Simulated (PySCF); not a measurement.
**HF/ma-def2-SVP run of CH2FNS (SMILES [H]/N=C(/F)S)**

What is the vertical ionisation energy of CH2FNS at HF/ma-def2-SVP? 

The results are computed with PySCF 2.14.0.

## (1) The system as given

CH2FNS has 6 atoms, charge 0, and is taken as a singlet. SMILES: `[H]/N=C(/F)S`. The coordinates come from a PBE0-D4/def2-TZVP relaxation. This is one conformer, not always the lowest.

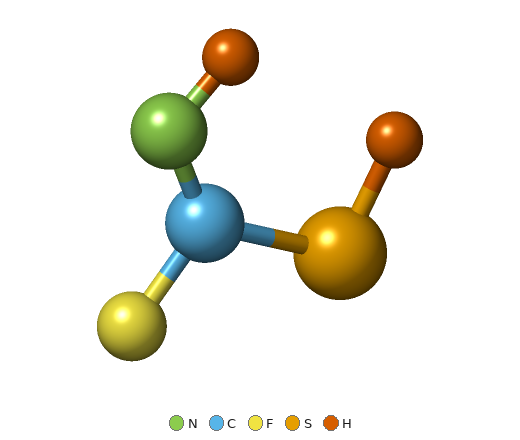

The structure, seen from a chosen angle (nitrogen green, carbon blue, fluorine yellow, sulfur amber, hydrogen orange).

## (2) The energy at HF/ma-def2-SVP

Contents of run.py:

```python
from pyscf import gto, scf

mol = gto.Mole()
mol.atom = [
    ('N', (0.950900, -0.133600, -0.831100)),
    ('C', (0.296700, -0.460400, 0.174500)),
    ('F', (0.690600, -1.513300, 0.888300)),
    ('S', (-1.148300, 0.183500, 0.953900)),
    ('H', (0.576100, 0.677000, -1.308300)),
    ('H', (-1.323900, 1.182700, 0.076600)),
]
mol.verbose = 4
mol.max_memory = 1860
mol.basis = 'ma-def2-svp'
mol.build()

mf = scf.RHF(mol)
mf.conv_tol = 1e-10
mf.kernel()
if not mf.converged:
    mf = mf.newton().run(mf.mo_coeff, mf.mo_occ)

e_tot = mf.e_tot
print('Final energy', e_tot)
```

Started as:

```
OMP_NUM_THREADS=1 python run.py
```

What it wrote:

```text
PySCF version 2.14.0

[INPUT] num. atoms = 6
[INPUT] num. electrons = 40
[INPUT] charge = 0
[INPUT] spin (= nelec alpha-beta = 2S) = 0
[INPUT] symmetry False subgroup None
[INPUT] Mole.unit = angstrom
[INPUT] Symbol           X                Y                Z      unit          X                Y                Z       unit  Magmom
[INPUT]  1 N      0.950900000000  -0.133600000000  -0.831100000000 AA    1.796940571849  -0.252467410242  -1.570551382126 Bohr   0.0
[INPUT]  2 C      0.296700000000  -0.460400000000   0.174500000000 AA    0.560681741158  -0.870029907750   0.329757208737 Bohr   0.0
[INPUT]  3 F      0.690600000000  -1.513300000000   0.888300000000 AA    1.305044861625  -2.859722544304   1.678643716451 Bohr   0.0
[INPUT]  4 S     -1.148300000000   0.183500000000   0.953900000000 AA   -2.169972508838   0.346764743858   1.802609750223 Bohr   0.0
[INPUT]  5 H      0.576100000000   0.677000000000  -1.308300000000 AA    1.088671220362   1.279344586331  -2.472328688768 Bohr   0.0
[INPUT]  6 H     -1.323900000000   1.182700000000   0.076600000000 AA   -2.501808416312   2.234979087523   0.144753021142 Bohr   0.0

nuclear repulsion = 155.391146098659
number of shells = 38
number of NR pGTOs = 132
number of NR cGTOs = 80
basis = ma-def2-svp
ecp = {}

******** <class 'pyscf.scf.hf.RHF'> ********
method = RHF
initial guess = minao
damping factor = 0
level_shift factor = 0
DIIS = <class 'pyscf.scf.diis.CDIIS'>
diis_start_cycle = 1
diis_space = 8
diis_damp = 0
SCF conv_tol = 1e-10
SCF conv_tol_grad = None
SCF max_cycles = 50
direct_scf = True
direct_scf_tol = 1e-13
Set gradient conv threshold to 1e-05
Initial guess from minao.
init E= -590.738644720627
  HOMO = -0.293241847754028  LUMO = 0.0517907574860859  gap/eV = 9.38882
cycle= 1 E= -590.02681184123  delta_E= 0.712  |g|= 0.67  |ddm|= 2.76
  HOMO = -0.433338922151711  LUMO = 0.0469323770736851  gap/eV = 13.06885
cycle= 2 E= -590.106420001446  delta_E= -0.0796  |g|= 0.424  |ddm|= 1.14
  HOMO = -0.406991147815644  LUMO = 0.0603069925906699  gap/eV = 12.71583
cycle= 3 E= -590.142339434317  delta_E= -0.0359  |g|= 0.0594  |ddm|= 0.522
  HOMO = -0.402631051133882  LUMO = 0.0642645711505088  gap/eV = 12.70488
cycle= 4 E= -590.144186086148  delta_E= -0.00185  |g|= 0.0251  |ddm|= 0.154
  HOMO = -0.403971297054139  LUMO = 0.0640606161815356  gap/eV = 12.73580
cycle= 5 E= -590.144483394099  delta_E= -0.000297  |g|= 0.00893  |ddm|= 0.0571
  HOMO = -0.403883152363355  LUMO = 0.0639120628999477  gap/eV = 12.72936
cycle= 6 E= -590.144543912518  delta_E= -6.05e-05  |g|= 0.0047  |ddm|= 0.0244
  HOMO = -0.403748863043021  LUMO = 0.0639504279865237  gap/eV = 12.72675
cycle= 7 E= -590.14455852607  delta_E= -1.46e-05  |g|= 0.00136  |ddm|= 0.0161
  HOMO = -0.403676780302924  LUMO = 0.0639726281971909  gap/eV = 12.72539
cycle= 8 E= -590.144559860035  delta_E= -1.33e-06  |g|= 0.000492  |ddm|= 0.00523
  HOMO = -0.403653415061672  LUMO = 0.063967391558525  gap/eV = 12.72461
cycle= 9 E= -590.144559994645  delta_E= -1.35e-07  |g|= 0.000103  |ddm|= 0.00184
  HOMO = -0.403639507975474  LUMO = 0.0639703952039943  gap/eV = 12.72431
cycle= 10 E= -590.144560002522  delta_E= -7.88e-09  |g|= 2.32e-05  |ddm|= 0.000393
  HOMO = -0.403637350299987  LUMO = 0.0639698938050719  gap/eV = 12.72424
cycle= 11 E= -590.144560002939  delta_E= -4.17e-10  |g|= 6.56e-06  |ddm|= 7.2e-05
  HOMO = -0.40363678339087  LUMO = 0.0639699006146603  gap/eV = 12.72423
cycle= 12 E= -590.144560002969  delta_E= -2.98e-11  |g|= 2.61e-06  |ddm|= 2.3e-05
  HOMO = -0.403636686796281  LUMO = 0.0639698916908085  gap/eV = 12.72422
Extra cycle  E= -590.144560002972  delta_E= -2.73e-12  |g|= 1.52e-06  |ddm|= 5.69e-06
converged SCF energy = -590.144560002972
Final energy -590.144560002972
```

It took 1 s on 1 thread of Arm Neoverse V2, shared host; peak memory 0.14 GiB.

## (3) The doublet cation at the same level

Contents of input.py:

```python
from pyscf import gto

mol = gto.Mole()
mol.atom = '''
N      0.950900    -0.133600    -0.831100
C      0.296700    -0.460400     0.174500
F      0.690600    -1.513300     0.888300
S     -1.148300     0.183500     0.953900
H      0.576100     0.677000    -1.308300
H     -1.323900     1.182700     0.076600
'''
mol.spin = 1
mol.charge = 1
mol.basis = 'ma-def2-svp'
mol.verbose = 4
mol.max_memory = 1860
mol.build()

mf = mol.UHF()
mf.conv_tol = 1e-10
mf.kernel()
if not mf.converged:
    mf = mf.newton().run(mf.mo_coeff, mf.mo_occ)

energy = mf.e_tot
print('E(%s) = %.9f' % ('HF', energy))
```

Started as:

```
OMP_NUM_THREADS=1 python input.py
```

What it wrote:

```text
PySCF version 2.14.0

[INPUT] num. atoms = 6
[INPUT] num. electrons = 39
[INPUT] charge = 1
[INPUT] spin (= nelec alpha-beta = 2S) = 1
[INPUT] symmetry False subgroup None
[INPUT] Mole.unit = angstrom
[INPUT] Symbol           X                Y                Z      unit          X                Y                Z       unit  Magmom
[INPUT]  1 N      0.950900000000  -0.133600000000  -0.831100000000 AA    1.796940571849  -0.252467410242  -1.570551382126 Bohr   0.0
[INPUT]  2 C      0.296700000000  -0.460400000000   0.174500000000 AA    0.560681741158  -0.870029907750   0.329757208737 Bohr   0.0
[INPUT]  3 F      0.690600000000  -1.513300000000   0.888300000000 AA    1.305044861625  -2.859722544304   1.678643716451 Bohr   0.0
[INPUT]  4 S     -1.148300000000   0.183500000000   0.953900000000 AA   -2.169972508838   0.346764743858   1.802609750223 Bohr   0.0
[INPUT]  5 H      0.576100000000   0.677000000000  -1.308300000000 AA    1.088671220362   1.279344586331  -2.472328688768 Bohr   0.0
[INPUT]  6 H     -1.323900000000   1.182700000000   0.076600000000 AA   -2.501808416312   2.234979087523   0.144753021142 Bohr   0.0

nuclear repulsion = 155.391146098659
number of shells = 38
number of NR pGTOs = 132
number of NR cGTOs = 80
basis = ma-def2-svp
ecp = {}

******** <class 'pyscf.scf.uhf.UHF'> ********
method = UHF
initial guess = minao
damping factor = 0
level_shift factor = 0
DIIS = <class 'pyscf.scf.diis.CDIIS'>
diis_start_cycle = 1
diis_space = 8
diis_damp = 0
SCF conv_tol = 1e-10
SCF conv_tol_grad = None
SCF max_cycles = 50
direct_scf = True
direct_scf_tol = 1e-13
number electrons alpha = 20  beta = 19
Set gradient conv threshold to 1e-05
init E= -590.738644720627
[... the frontier-level lines of each cycle are left out ...]

cycle= 1 E= -589.598207283344  delta_E= 1.14  |g|= 0.555  |ddm|= 1.98
cycle= 2 E= -589.737323780897  delta_E= -0.139  |g|= 0.329  |ddm|= 1.02
cycle= 3 E= -589.782201869078  delta_E= -0.0449  |g|= 0.0649  |ddm|= 0.432
cycle= 4 E= -589.787579159515  delta_E= -0.00538  |g|= 0.033  |ddm|= 0.135
cycle= 5 E= -589.789962138268  delta_E= -0.00238  |g|= 0.0205  |ddm|= 0.0854
cycle= 6 E= -589.791279798844  delta_E= -0.00132  |g|= 0.0127  |ddm|= 0.0684
cycle= 7 E= -589.791876181728  delta_E= -0.000596  |g|= 0.0073  |ddm|= 0.0494
cycle= 8 E= -589.792105859069  delta_E= -0.00023  |g|= 0.00306  |ddm|= 0.0397
cycle= 9 E= -589.792135816735  delta_E= -3e-05  |g|= 0.00176  |ddm|= 0.0116
cycle= 10 E= -589.792145118224  delta_E= -9.3e-06  |g|= 0.00102  |ddm|= 0.00575
cycle= 11 E= -589.792150652141  delta_E= -5.53e-06  |g|= 0.000524  |ddm|= 0.00534
cycle= 12 E= -589.792152236009  delta_E= -1.58e-06  |g|= 0.000214  |ddm|= 0.00342
cycle= 13 E= -589.792152470736  delta_E= -2.35e-07  |g|= 9.45e-05  |ddm|= 0.00149
cycle= 14 E= -589.792152491308  delta_E= -2.06e-08  |g|= 3.9e-05  |ddm|= 0.000405
cycle= 15 E= -589.792152494429  delta_E= -3.12e-09  |g|= 1.89e-05  |ddm|= 0.000141
cycle= 16 E= -589.79215249523  delta_E= -8.01e-10  |g|= 8.52e-06  |ddm|= 8.75e-05
cycle= 17 E= -589.792152495378  delta_E= -1.48e-10  |g|= 4.05e-06  |ddm|= 4.08e-05
cycle= 18 E= -589.792152495419  delta_E= -4.02e-11  |g|= 1.92e-06  |ddm|= 2.09e-05
Extra cycle  E= -589.792152495423  delta_E= -4.09e-12  |g|= 1.23e-06  |ddm|= 4.37e-06
converged SCF energy = -589.792152495423  <S^2> = 0.95517202  2S+1 = 2.1956065
E(HF) = -589.792152495
```

Run time: 1.8 s. Hardware: 1 thread of Arm Neoverse V2, shared host; peak memory 0.16 GiB.

## (4) Summary of results

At HF/ma-def2-SVP:

| quantity | value |
| --- | --- |
| singlet CH2FNS: total energy | -590.14456 Eh |
| singlet CH2FNS: dipole moment | 3.67 D |
| singlet CH2FNS: HOMO energy | -10.98 eV |
| singlet CH2FNS: LUMO energy | 1.74 eV |
| singlet CH2FNS: HOMO–LUMO gap | 12.72 eV |
| doublet cation: total energy | -589.79215 Eh |
| doublet cation: HOMO energy (highest over α and β) | -19.12 eV |
| doublet cation: LUMO energy (lowest over α and β) | -8.41 eV |
| doublet cation: ⟨S²⟩ | 0.955 |
| vertical ionisation energy (to the doublet cation) | 9.589 eV |

In words: The vertical ionisation energy comes to 9.59 eV (221 kcal/mol). The negative HOMO energy of the first species, 10.98 eV, lies 1.39 eV above that difference. Mulliken charges (singlet CH2FNS) run from -0.55 on N1 to +0.38 on H5. ⟨S²⟩ (doublet cation) is 0.96 where a pure doublet has 0.75: the reference is spin-contaminated.
